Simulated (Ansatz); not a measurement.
**Run report: CH11NOSi2, geometry relaxation (part 2 of 2)**

The same run, continued: CH11NOSi2; RKS LDA/def2-SVP (Ansatz 0.2.0). It belongs to a series of runs on one base structure; here: end point A relaxed.

Trajectory as extended XYZ, continued:
```
16
Properties=species:S:1:pos:R:3:forces:R:3 step=6 energy=-20398.22419
Si    1.1299    0.4404   -0.7766    0.0144   0.0017   0.0096
N     1.9429   -1.0381   -0.5230   -0.1003  -0.1003   0.1020
O    -0.2830    0.2365   -1.6364   -0.0457   0.0284   0.0169
C    -1.3980    1.0575   -1.5104    0.0091  -0.0069  -0.0208
H     2.1138    1.3207   -1.5026   -0.0161  -0.0060  -0.0084
H     0.7025    1.0859    0.5271   -0.0006  -0.0114   0.0059
H     0.7634   -1.2330    1.9050   -0.0219   0.0082   0.0172
Si   -0.6344   -0.7572    2.2136    0.0169  -0.0131  -0.0303
H     1.4776   -1.8189   -0.0396    0.1307   0.1441  -0.1148
H     2.6713   -1.3413   -1.1739   -0.0146  -0.0430   0.0174
H    -1.5452    1.4204   -0.4597    0.0032  -0.0008  -0.0018
H    -1.3411    1.9590   -2.1691    0.0021  -0.0147   0.0097
H    -2.3137    0.4921   -1.7978    0.0085   0.0148  -0.0007
H    -1.3167   -1.7759    3.0894   -0.0020   0.0137  -0.0057
H    -0.5680    0.5632    2.9301   -0.0055  -0.0073  -0.0151
H    -1.4009   -0.6108    0.9238    0.0216  -0.0074   0.0187
16
Properties=species:S:1:pos:R:3:forces:R:3 step=7 energy=-20398.22898
Si    1.1164    0.4287   -0.7725   -0.0032   0.0053  -0.0259
N     1.9472   -1.0404   -0.5299   -0.1362  -0.0261   0.1403
O    -0.3145    0.2173   -1.6039   -0.0341   0.0246   0.0269
C    -1.4078    1.0704   -1.4934    0.0331  -0.0298  -0.0259
H     2.0743    1.3121   -1.5304   -0.0212   0.0011   0.0137
H     0.7114    1.0696    0.5411    0.0135   0.0012  -0.0080
H     0.7836   -1.2518    1.9604   -0.0294   0.0086   0.0016
Si   -0.6261   -0.7648    2.1898   -0.0095   0.0115  -0.0030
H     1.5206   -1.8099    0.0015    0.1072   0.0916  -0.1069
H     2.6770   -1.3409   -1.1776    0.0156  -0.0655  -0.0251
H    -1.5556    1.4418   -0.4457    0.0010  -0.0001   0.0014
H    -1.3183    1.9674   -2.1553   -0.0017  -0.0190   0.0150
H    -2.3357    0.5288   -1.7887    0.0223   0.0231   0.0041
H    -1.3475   -1.7483    3.0758    0.0094   0.0091  -0.0195
H    -0.5855    0.5794    2.8634   -0.0035  -0.0151  -0.0145
H    -1.3395   -0.6591    0.8654    0.0366  -0.0204   0.0259
16
Properties=species:S:1:pos:R:3:forces:R:3 step=8 energy=-20398.23318
Si    1.1069    0.4194   -0.7746   -0.0266   0.0562  -0.0042
N     1.9528   -1.0396   -0.5291   -0.0750   0.0562   0.0525
O    -0.3492    0.1946   -1.5625   -0.0153   0.0350   0.0348
C    -1.4156    1.0852   -1.4707    0.0507  -0.0417  -0.0322
H     2.0321    1.3072   -1.5691   -0.0267  -0.0260   0.0025
H     0.7470    1.0790    0.5433   -0.0029  -0.0160  -0.0151
H     0.8000   -1.2612    2.0311   -0.0485   0.0440   0.0372
Si   -0.6236   -0.7730    2.1742    0.0051  -0.0200  -0.1122
H     1.5605   -1.7903    0.0478    0.0417  -0.0020  -0.0365
H     2.6603   -1.3575   -1.1933    0.0034  -0.0533  -0.0247
H    -1.5609    1.4721   -0.4281    0.0071  -0.0035  -0.0009
H    -1.2906    1.9727   -2.1409   -0.0067  -0.0355   0.0272
H    -2.3584    0.5708   -1.7689    0.0442   0.0281   0.0057
H    -1.3807   -1.7349    3.0551    0.0146   0.0304  -0.0155
H    -0.6321    0.6022    2.7896   -0.0052  -0.0671  -0.0313
H    -1.2483   -0.7462    0.7961    0.0400   0.0153   0.1128
16
Properties=species:S:1:pos:R:3:forces:R:3 step=9 energy=-20398.23558
Si    1.1005    0.4153   -0.7712   -0.0363   0.0491  -0.0245
N     1.9529   -1.0388   -0.5245    0.0112  -0.0041   0.0003
O    -0.3753    0.1751   -1.5208   -0.0184   0.0655   0.0257
C    -1.4184    1.0954   -1.4446    0.0509  -0.0411  -0.0444
H     1.9973    1.2930   -1.6100   -0.0381  -0.0263   0.0207
H     0.7753    1.0885    0.5492    0.0078  -0.0162  -0.0306
H     0.8371   -1.2308    2.1211   -0.1596   0.0456  -0.0210
Si   -0.6145   -0.7875    2.1408    0.0280   0.0638  -0.0652
H     1.5880   -1.7706    0.0935    0.0364   0.0103  -0.0406
H     2.6204   -1.3852   -1.2187   -0.0573  -0.0132   0.0391
H    -1.5595    1.4966   -0.4066    0.0084  -0.0062  -0.0022
H    -1.2661    1.9733   -2.1229   -0.0113  -0.0488   0.0378
H    -2.3729    0.6030   -1.7436    0.0530   0.0304   0.0069
H    -1.4033   -1.7309    3.0137    0.0238  -0.0008  -0.0400
H    -0.6974    0.6039    2.7188    0.0046  -0.0878  -0.0448
H    -1.1639   -0.8000    0.7258    0.0971  -0.0202   0.1825
16
Properties=species:S:1:pos:R:3:forces:R:3 step=10 energy=-20398.23922
Si    1.1062    0.4178   -0.7799   -0.0363   0.0024  -0.0229
N     1.9561   -1.0380   -0.5323    0.0017   0.0840   0.0050
O    -0.3736    0.1747   -1.5192   -0.0297   0.0536   0.0168
C    -1.4125    1.0983   -1.4405    0.0443  -0.0372  -0.0332
H     1.9953    1.2867   -1.6339   -0.0255  -0.0088   0.0221
H     0.7882    1.0940    0.5395    0.0169  -0.0035  -0.0155
H     0.8333   -1.1986    2.1500   -0.1152   0.0386   0.0128
Si   -0.6250   -0.7856    2.1569    0.0778  -0.0012  -0.0882
H     1.5974   -1.7608    0.0965   -0.0080  -0.0497   0.0231
H     2.5963   -1.4004   -1.2411    0.0050  -0.0325  -0.0155
H    -1.5486    1.5001   -0.4021    0.0024  -0.0035  -0.0014
H    -1.2593    1.9750   -2.1192   -0.0073  -0.0276   0.0259
H    -2.3689    0.6101   -1.7373    0.0316   0.0201   0.0061
H    -1.4057   -1.7596    3.0026    0.0183   0.0270  -0.0137
H    -0.7462    0.6039    2.7277   -0.0045  -0.0684  -0.0228
H    -1.1327   -0.8173    0.7324    0.0285   0.0066   0.1015
16
Properties=species:S:1:pos:R:3:forces:R:3 step=11 energy=-20398.24143
Si    1.1053    0.4154   -0.7779   -0.0147  -0.0049  -0.0098
N     1.9519   -1.0411   -0.5219    0.0107   0.0438   0.0043
O    -0.3769    0.1722   -1.5103   -0.0169   0.0218   0.0011
C    -1.4107    1.0996   -1.4312    0.0242  -0.0184  -0.0111
H     1.9889    1.2799   -1.6388   -0.0040  -0.0042  -0.0035
H     0.8003    1.1043    0.5366    0.0028  -0.0074   0.0056
H     0.8427   -1.1622    2.1526   -0.0210   0.0172   0.0115
Si   -0.6182   -0.7817    2.1399    0.0114  -0.0253   0.0067
H     1.5953   -1.7556    0.1188   -0.0045  -0.0156   0.0052
H     2.5675   -1.4229   -1.2432    0.0035  -0.0194  -0.0061
H    -1.5443    1.5010   -0.3924   -0.0039   0.0007   0.0010
H    -1.2545    1.9754   -2.1086    0.0007   0.0006   0.0071
H    -2.3686    0.6169   -1.7284    0.0028   0.0046   0.0016
H    -1.3857   -1.7738    2.9750    0.0085   0.0137  -0.0030
H    -0.7836    0.5989    2.7133    0.0033  -0.0164  -0.0116
H    -1.1091   -0.8261    0.7166   -0.0029   0.0093   0.0011
16
Properties=species:S:1:pos:R:3:forces:R:3 step=12 energy=-20398.24151
Si    1.0988    0.4098   -0.7789    0.0434   0.1054  -0.0400
N     1.9619   -1.0349   -0.5164   -0.0251  -0.0476   0.0070
O    -0.3837    0.1682   -1.5087   -0.0109  -0.0614   0.0005
C    -1.4094    1.1018   -1.4360   -0.0235   0.0721   0.0206
H     1.9687    1.2726   -1.6551    0.0068   0.0132   0.0105
H     0.8061    1.1005    0.5373   -0.0089  -0.0109  -0.0013
H     0.8540   -1.1427    2.1819   -0.0002  -0.0001   0.0011
Si   -0.6108   -0.7854    2.1479    0.0041   0.0011   0.0069
H     1.5859   -1.7474    0.1161    0.0196  -0.0309   0.0250
H     2.5505   -1.4356   -1.2508   -0.0067   0.0054  -0.0070
H    -1.5746    1.4751   -0.3907    0.0030  -0.0177  -0.0057
H    -1.2243    1.9991   -2.0779    0.0088  -0.0122  -0.0038
H    -2.3624    0.6418   -1.7790   -0.0042  -0.0161  -0.0048
H    -1.3755   -1.7778    2.9835    0.0006  -0.0012  -0.0006
H    -0.7985    0.5971    2.7071   -0.0024   0.0013  -0.0030
H    -1.0864   -0.8419    0.7199   -0.0043  -0.0005  -0.0056
16
Properties=species:S:1:pos:R:3:forces:R:3 step=13 energy=-20398.24239
Si    1.1043    0.4134   -0.7852    0.0035   0.0270   0.0125
N     1.9590   -1.0372   -0.5218    0.0069  -0.0379  -0.0090
O    -0.3829    0.1686   -1.5060   -0.0011  -0.0240  -0.0096
C    -1.4079    1.1039   -1.4296   -0.0116   0.0248   0.0050
H     1.9745    1.2775   -1.6597   -0.0002  -0.0010  -0.0020
H     0.8128    1.1015    0.5324   -0.0003  -0.0010   0.0029
H     0.8510   -1.1329    2.1903    0.0020  -0.0031  -0.0022
Si   -0.6163   -0.7880    2.1446    0.0006   0.0104   0.0058
H     1.5991   -1.7426    0.1292    0.0154   0.0134  -0.0122
H     2.5407   -1.4435   -1.2593   -0.0164   0.0064   0.0194
H    -1.5602    1.4853   -0.3855    0.0005  -0.0052  -0.0038
H    -1.2296    1.9935   -2.0836    0.0011  -0.0018   0.0018
H    -2.3645    0.6388   -1.7568    0.0010  -0.0024  -0.0020
H    -1.3780   -1.7836    2.9790    0.0000  -0.0001  -0.0001
H    -0.8178    0.5953    2.6976   -0.0016  -0.0009   0.0007
H    -1.0840   -0.8499    0.7144    0.0001  -0.0046  -0.0073
16
Properties=species:S:1:pos:R:3:forces:R:3 step=14 energy=-20398.24266
Si    1.0999    0.4095   -0.7829   -0.0105  -0.0028   0.0041
N     1.9617   -1.0393   -0.5322    0.0023   0.0020   0.0054
O    -0.3897    0.1598   -1.4998    0.0164  -0.0036   0.0139
C    -1.4077    1.1042   -1.4327   -0.0044  -0.0006  -0.0077
H     1.9568    1.2855   -1.6589   -0.0025  -0.0011   0.0008
H     0.8157    1.0839    0.5438    0.0006   0.0031  -0.0094
H     0.8512   -1.1288    2.1975    0.0008  -0.0014  -0.0033
Si   -0.6161   -0.7835    2.1487   -0.0050  -0.0056  -0.0028
H     1.6232   -1.7395    0.1348   -0.0011   0.0010  -0.0003
H     2.5327   -1.4483   -1.2755    0.0002  -0.0016  -0.0045
H    -1.5781    1.4747   -0.3878    0.0014  -0.0046   0.0055
H    -1.2085    1.9993   -2.0726   -0.0008   0.0063  -0.0033
H    -2.3607    0.6502   -1.7845   -0.0030   0.0052  -0.0013
H    -1.3778   -1.7795    2.9830    0.0011   0.0034   0.0008
H    -0.8192    0.5996    2.7008    0.0003   0.0038   0.0027
H    -1.0834   -0.8476    0.7181    0.0042  -0.0037  -0.0006
```

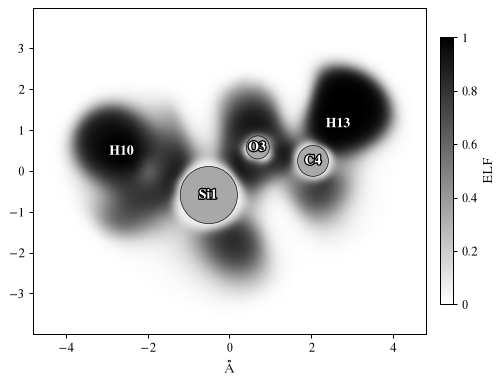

Figure 1. Electron localisation function on the plane of atoms Si1, O3 and C4. Grey discs, where drawn, cover atomic cores. Si–O (1.67 Å): the ELF peaks at about 0.90 between the atoms, which marks a shared but strongly polarised pair.

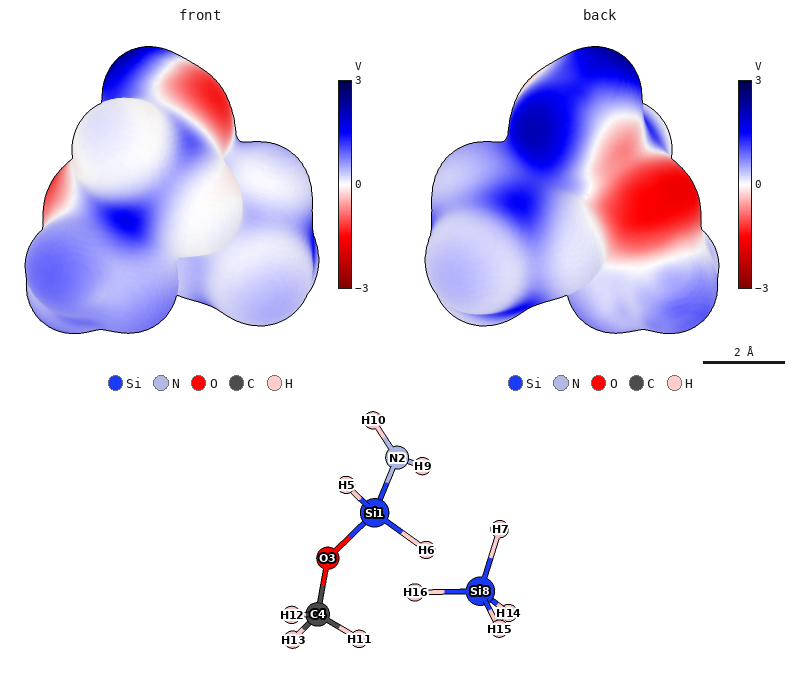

Figure 2. The molecular electrostatic potential painted on the density surface at 0.004 e/bohr³, seen at a tilt and from behind; the colour scale runs from red (negative) to blue (positive). The bare structure is drawn below in the same view. A positive charge is drawn to the negative regions and a negative charge to the positive ones.

This output came from the following input.

Input:
```yaml
crystal:
  periodic: [false, false, false]
  atoms:
    - { symbol: Si, position_ang: [1.116742, 0.466285, -0.720927] }
    - { symbol: "N", position_ang: [1.919483, -1.073853, -0.361846] }
    - { symbol: O, position_ang: [-0.262506, 0.260226, -1.627885] }
    - { symbol: C, position_ang: [-1.405281, 1.043903, -1.511367] }
    - { symbol: H, position_ang: [2.162601, 1.282636, -1.431286] }
    - { symbol: H, position_ang: [0.662464, 1.164174, 0.542873] }
    - { symbol: H, position_ang: [0.760714, -1.116451, 1.65605] }
    - { symbol: Si, position_ang: [-0.562859, -0.743524, 2.127483] }
    - { symbol: H, position_ang: [1.326664, -1.849887, -0.051258] }
    - { symbol: H, position_ang: [2.627218, -1.385621, -1.036152] }
    - { symbol: H, position_ang: [-1.570242, 1.408916, -0.465094] }
    - { symbol: H, position_ang: [-1.373489, 1.938989, -2.178333] }
    - { symbol: H, position_ang: [-2.299627, 0.445267, -1.799265] }
    - { symbol: H, position_ang: [-1.140542, -1.835137, 2.990891] }
    - { symbol: H, position_ang: [-0.490821, 0.529009, 2.92489] }
    - { symbol: H, position_ang: [-1.470321, -0.534632, 0.941225] }
basis:
  gaussian: { orbitals: def2-SVP }
hamiltonian:
  xc: lda
relax:
  f_tol: 0.03
  max_steps: 50
output:
  orbitals: {}
```

Launch command:
```bash
ansatz run input.yaml --threads 4 --pin off --max-ram 5120MiB --backend cpu --events-out ev --progress --plain --runs-dir out
```

Key numbers:

```json
{"quantity": "outcome", "value": "converged"}
{"quantity": "total energy", "value": "−20398.2427 eV"}
{"quantity": "mean-field energy", "value": "−20398.2427 eV"}
{"quantity": "largest force (length of the vector) at the end", "value": "0.022 eV/Å"}
{"quantity": "hardware", "value": "4 threads of Arm Neoverse N1, 16 GiB of memory available, shared host"}
{"quantity": "wall time", "value": "28 s (CPU time 1.7 min)"}
{"quantity": "peak memory", "value": "0.18 GiB"}
```
